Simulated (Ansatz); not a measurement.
Consider ZrTi2B3.

```cif
data_structure
_symmetry_space_group_name_H-M 'P 1'
_symmetry_Int_Tables_number 1
_cell_length_a 3.3701
_cell_length_b 26.6512
_cell_length_c 3.1147
_cell_angle_alpha 90.000
_cell_angle_beta 90.000
_cell_angle_gamma 90.000
_cell_volume 279.75
loop_
_atom_site_label
_atom_site_type_symbol
_atom_site_fract_x
_atom_site_fract_y
_atom_site_fract_z
_atom_site_occupancy
Zr1 Zr 0.00000 0.94771 0.75000 1
Zr2 Zr 0.50000 0.44771 0.75000 1
Zr3 Zr 0.00000 0.05229 0.25000 1
Zr4 Zr 0.50000 0.55229 0.25000 1
Ti1 Ti 0.00000 0.71595 0.25000 1
Ti2 Ti 0.50000 0.21595 0.25000 1
Ti3 Ti 0.00000 0.62621 0.75000 1
Ti4 Ti 0.50000 0.12621 0.75000 1
Ti5 Ti 0.00000 0.28405 0.75000 1
Ti6 Ti 0.50000 0.78405 0.75000 1
Ti7 Ti 0.00000 0.37379 0.25000 1
Ti8 Ti 0.50000 0.87379 0.25000 1
B1 B 0.00000 0.51680 0.75000 1
B2 B 0.50000 0.01680 0.75000 1
B3 B 0.00000 0.48320 0.25000 1
B4 B 0.50000 0.98320 0.25000 1
B5 B 0.00000 0.15254 0.25000 1
B6 B 0.50000 0.65254 0.25000 1
B7 B 0.00000 0.18975 0.75000 1
B8 B 0.50000 0.68975 0.75000 1
B9 B 0.00000 0.84746 0.75000 1
B10 B 0.50000 0.34746 0.75000 1
B11 B 0.00000 0.81025 0.25000 1
B12 B 0.50000 0.31025 0.25000 1
```

Space group Cmcm; a generated structure, not necessarily the stable one; computed without spin polarisation.

Computed with DFT PBE, scalar-relativistic, plane waves, PAW in Ansatz.

Q: What will maps of the valence pseudo-density and electron localisation function show?

A: B–B (1.80 Å): the density is about 0.75 e/Å³ at the midpoint; the ELF peaks at about 0.85 between the atoms.
Ti–Ti (2.85 Å): the density is about 0.21 e/Å³ at the midpoint; the ELF is about 0.20 at the midpoint; no shared electron pair shows on this line.
Zr–Zr (3.11 Å): ρ is about 0.2 e/Å³ halfway; the ELF is about 0.20 at the midpoint (no localised pair shows between them).

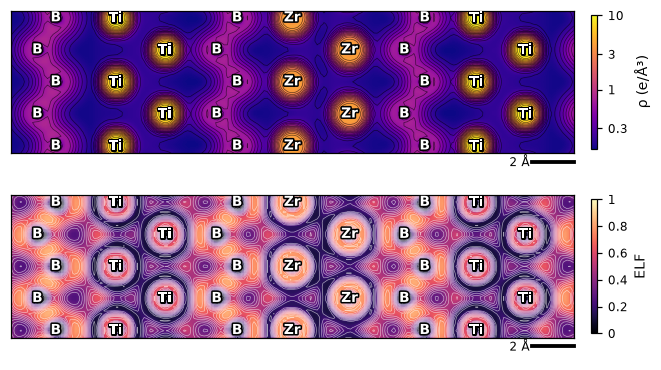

Computed valence pseudo-density and electron localisation function on the (100) plane of the conventional cell, in this order. 

In a PAW calculation such maps are meaningful between the atoms, not at the nuclei.
